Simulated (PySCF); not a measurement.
**NMR shielding calculation of C$_{4}$H$_{8}$O$_{2}$Si**

The run: NMR shielding calculation of C$_{4}$H$_{8}$O$_{2}$Si. Method and program: GIAO PBE0/pcSseg-1 NMR shielding, non-relativistic, gas phase (PySCF 2.14.0).

The geometry comes from this level: GFN2-xTB. Figures and captions count atoms from 1; the log counts them from 0 in places.

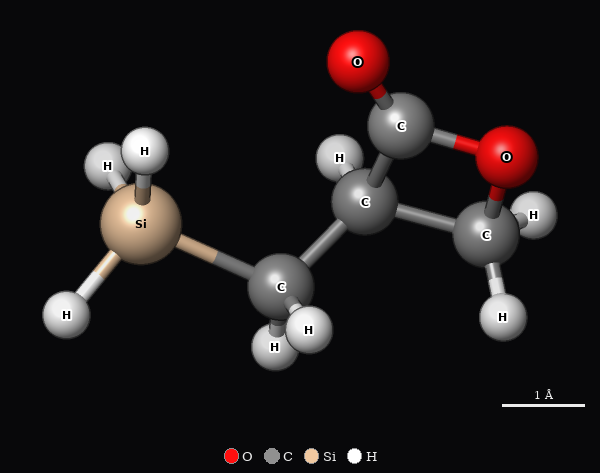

*The structure (ball-and-stick view, seen at a tilt).*

Bond lengths as drawn: C–C 1.52 to 1.54 Å, C–H 1.09 Å, C–O 1.19 to 1.44 Å, C–Si 1.91 Å and H–Si 1.45 to 1.47 Å.

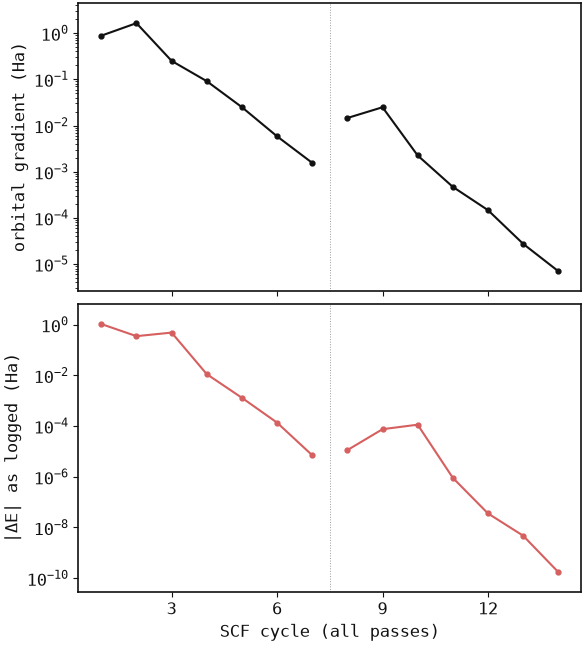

*Convergence of the self-consistent field: orbital gradient and size of the energy change against the SCF cycle. The dotted line marks the change from a coarse to the final integration grid.*

The first 7 cycles use a coarse grid, the final grid takes over at cycle 8, and the field converges after 14 cycles in all.

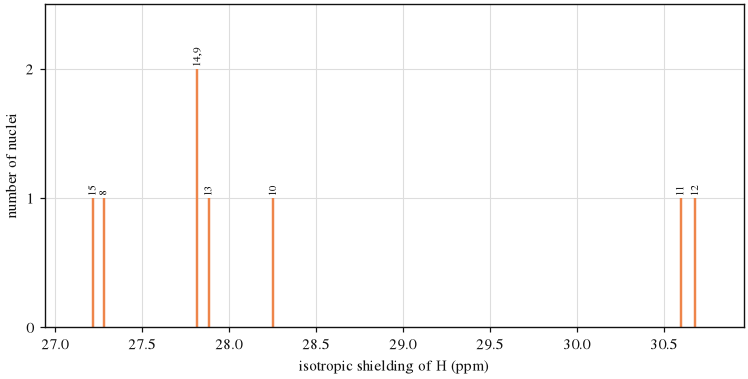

*Isotropic shieldings of the hydrogen nuclei in this fixed geometry, labelled by atom number; shielding grows to the right, so chemical shift grows to the left.*

The least shielded is H15 (27.2 ppm), the most shielded H12 (30.7 ppm).

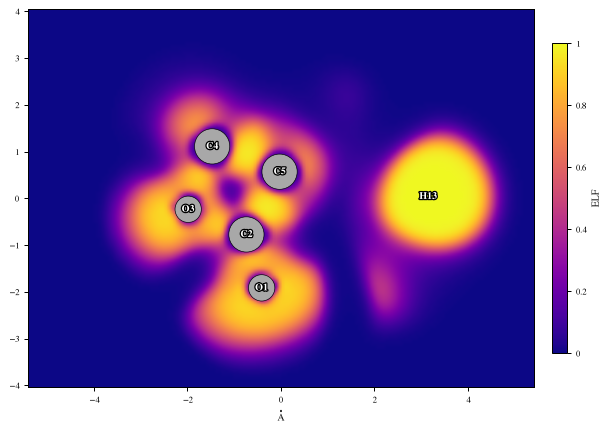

*ELF on the plane of atoms O1, C2 and C5. Grey discs, where drawn, cover atomic cores.*

Atoms in the plane: O, C and H. C–O (1.19 Å): the ELF peaks at about 0.85 between the atoms; a multiple bond by its length, whose ELF region spreads away from the axis. C–C (1.52 Å): the ELF peaks at about 0.95 between the atoms (a covalent bond). C–O (1.36 Å): the ELF peaks at about 0.85 between the atoms (a shared but strongly polarised pair).

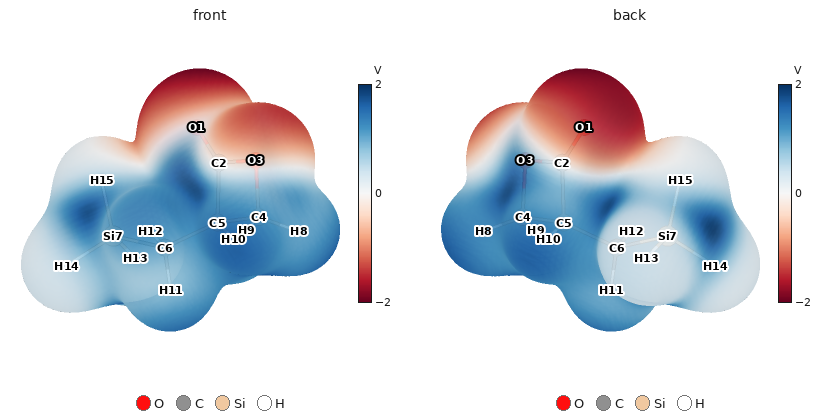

*The electrostatic potential painted on the density surface at 0.004 e/bohr³, seen at a tilt and from behind; red is negative and blue positive.*

The input and output of the run follow.

Input
```
{"job": {"kind": "nmr", "xc": "PBE0", "basis": "pcSseg-1"}, "charge": 0, "multiplicity": 1}
O      0.890480     1.522302    -1.515127
C      1.217600     0.737551    -0.684304
O      2.386004     0.646775    -0.000597
C      1.921526    -0.475983     0.771521
C      0.576126    -0.444791     0.018839
C     -0.680749    -0.133979     0.808082
Si    -2.162447     0.273114    -0.330247
H      2.555434    -1.349200     0.614338
H      1.874321    -0.225635     1.832171
H      0.421848    -1.298821    -0.642296
H     -0.916141    -0.991621     1.441742
H     -0.486001     0.708179     1.474625
H     -2.364806    -0.881814    -1.209283
H     -3.324760     0.434006     0.546933
H     -1.912850     1.487906    -1.090758
```

The first line tells a small driver script what to run in PySCF; the rest is the geometry in Å.

Launched with:
```bash
OMP_NUM_THREADS=1 python <driver script> task.json out
```

Output
```
coarse grid: 13104 points
cycle   1  E = -596.4390059405  dE =  1.055e+00  |g| = 8.799e-01  |ddm| = 3.444e+00
cycle   2  E = -596.0880230238  dE =  3.510e-01  |g| = 1.643e+00  |ddm| = 1.841e+00
cycle   3  E = -596.5728943380  dE = -4.849e-01  |g| = 2.508e-01  |ddm| = 1.375e+00
cycle   4  E = -596.5840456906  dE = -1.115e-02  |g| = 9.113e-02  |ddm| = 2.175e-01
cycle   5  E = -596.5853447634  dE = -1.299e-03  |g| = 2.493e-02  |ddm| = 5.866e-02
cycle   6  E = -596.5854810609  dE = -1.363e-04  |g| = 5.836e-03  |ddm| = 2.382e-02
cycle   7  E = -596.5854881263  dE = -7.065e-06  |g| = 1.555e-03  |ddm| = 5.492e-03
final grid: 122152 points
cycle   8  E = -596.6487736436  dE = -1.122e-05  |g| = 1.453e-02  |ddm| = 2.498e-02
cycle   9  E = -596.6486985549  dE =  7.509e-05  |g| = 2.485e-02  |ddm| = 2.645e-02
cycle  10  E = -596.6488116133  dE = -1.131e-04  |g| = 2.249e-03  |ddm| = 1.735e-02
cycle  11  E = -596.6488125210  dE = -9.076e-07  |g| = 4.700e-04  |ddm| = 1.558e-03
cycle  12  E = -596.6488125567  dE = -3.578e-08  |g| = 1.473e-04  |ddm| = 3.715e-04
cycle  13  E = -596.6488125615  dE = -4.737e-09  |g| = 2.751e-05  |ddm| = 1.450e-04
cycle  14  E = -596.6488125617  dE = -1.744e-10  |g| = 7.036e-06  |ddm| = 3.430e-05
converged SCF energy = -596.6488125617

GIAO shielding tensors (ppm)
atom      isotropic    diamagn.    paramagn.     s11        s22        s33       span
  0 O      -95.849     402.169    -498.018   -326.248   -175.726    214.425    540.673
  1 C        9.954     253.838    -243.883    -95.511     58.166     67.208    162.720
  2 O       60.295     402.789    -342.494   -161.567     98.115    244.337    405.904
  3 C      117.155     250.668    -133.513     92.265    113.567    145.633     53.368
  4 C      132.539     252.117    -119.578     97.122    143.507    156.988     59.867
  5 C      174.224     250.415     -76.191    163.933    171.022    187.715     23.782
  6 Si     422.817     879.709    -456.892    400.138    409.851    458.461     58.323
  7 H       27.279      29.553      -2.275     24.938     25.697     31.200      6.262
  8 H       27.826      30.579      -2.753     25.613     27.053     30.811      5.198
  9 H       28.255      32.389      -4.134     24.822     28.938     31.003      6.181
 10 H       30.597      31.094      -0.497     25.750     28.914     37.126     11.376
 11 H       30.681      31.840      -1.159     26.423     29.790     35.831      9.407
 12 H       27.883      29.281      -1.397     24.714     26.062     32.874      8.159
 13 H       27.811      28.547      -0.737     24.419     25.505     33.508      9.088
 14 H       27.217      29.219      -2.002     23.029     26.800     31.823      8.794
```

Results in brief

```csv
quantity,value
outcome,converged
total energy,−596.648813 hartree
HOMO,−8.07 eV
LUMO,0.02 eV
dipole moment,4.11 D
"isotropic shielding, O",−95.8 to 60.3 ppm
"isotropic shielding, C",10.0 to 174.2 ppm
"isotropic shielding, Si",422.8 ppm
"isotropic shielding, H",27.2 to 30.7 ppm
hardware,"1 CPU thread, shared host"
wall time,19 s
peak memory,0.74 GiB
```
